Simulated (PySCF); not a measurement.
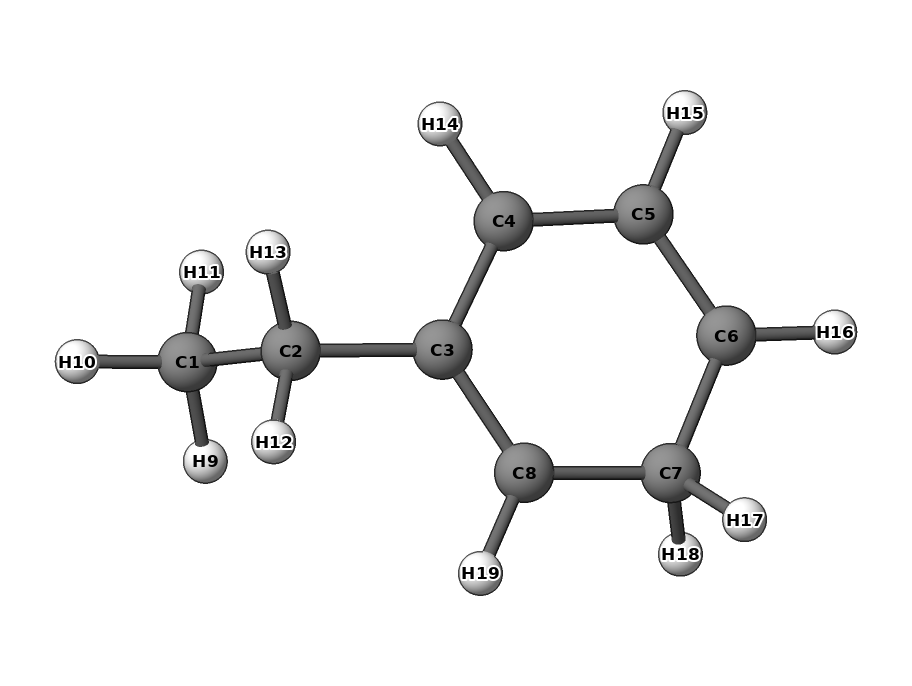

The questions are on Mulliken charges. Charge +1, singlet. Computed geometry: GFN2-xTB optimisation. No frequency run is at hand to confirm it as a minimum. Method: PBE0/pcSseg-1, gas phase (PySCF 2.14.0).

Give the Mulliken charges atom by atom.

| atom | value (e) |
| --- | --- |
| C1 | −0.27 |
| C2 | −0.11 |
| C3 | −0.28 |
| C4 | 0.07 |
| C5 | −0.01 |
| C6 | −0.07 |
| C7 | −0.12 |
| C8 | −0.02 |
| H9 | 0.13 |
| H10 | 0.16 |
| H11 | 0.13 |
| H12 | 0.15 |
| H13 | 0.16 |
| H14 | 0.14 |
| H15 | 0.15 |
| H16 | 0.17 |
| H17 | 0.25 |
| H18 | 0.25 |
| H19 | 0.14 |

Mulliken values depend strongly on the basis set and can even reverse the polarity of a bond.
